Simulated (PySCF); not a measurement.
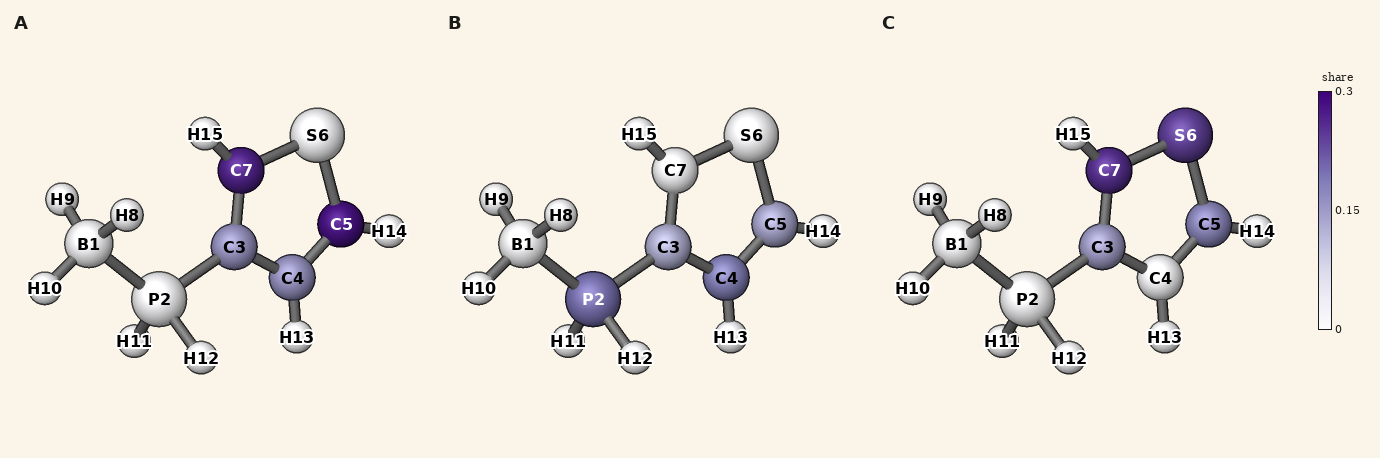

Each panel colours the atoms by their Löwdin share in one orbital (up to four of the largest shares; other atoms are shown as zero). The geometry was computed by an optimisation with GFN2-xTB. No frequency run is at hand to confirm it as a minimum. Level of theory: PBE0/def2-SVPD (PySCF 2.14.0).

Question: The panels show the HOMO, LUMO, LUMO+1, in some order. Which is which?

Answer: A: HOMO, −7.59 eV; C5 0.28, C7 0.27, C4 0.15, C3 0.15
B: LUMO+1, −0.12 eV; P2 0.19, C4 0.18, C5 0.13, C3 0.12
C: LUMO, −1.06 eV; C7 0.25, S6 0.24, C5 0.17, C3 0.14

The geometry is semi-empirical. Around B, P such bond lengths and angles can be off by a tenth of an ångström or more and by several degrees, and values that hang on the shape move with them.
